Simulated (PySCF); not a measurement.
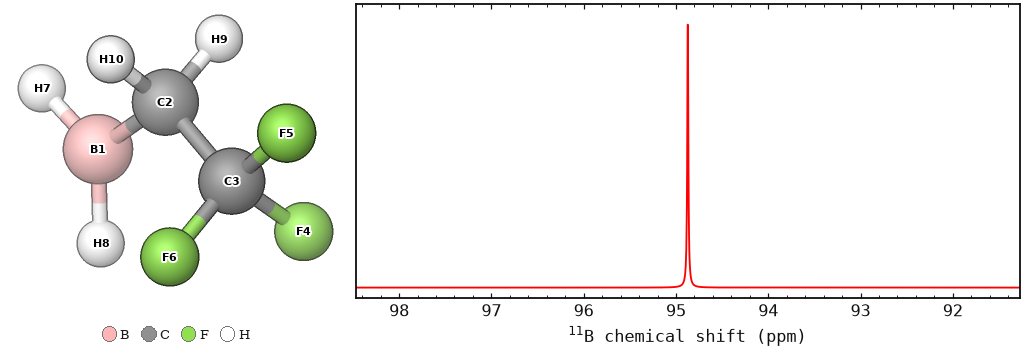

Spectrum and numbered structure of C₂H₄BF₃, SMILES BCC(F)(F)F. GIAO shifts, LC-wPBE/pcSseg-2 with PySCF 2.14.0, at a PBE0-D3(BJ)/def2-SVP geometry (no frequency check), against BF₃.OEt₂ for ¹¹B computed at the same level. Gas phase, fully decoupled, line heights follow the number of nuclei, widths are arbitrary (no quadrupolar broadening); values of one conformer, averaged over nuclei that symmetry or rotation about single bonds exchange, these motions taken as fast.

> Where does the ¹¹B line lie?

At 94.9 ppm (B1).
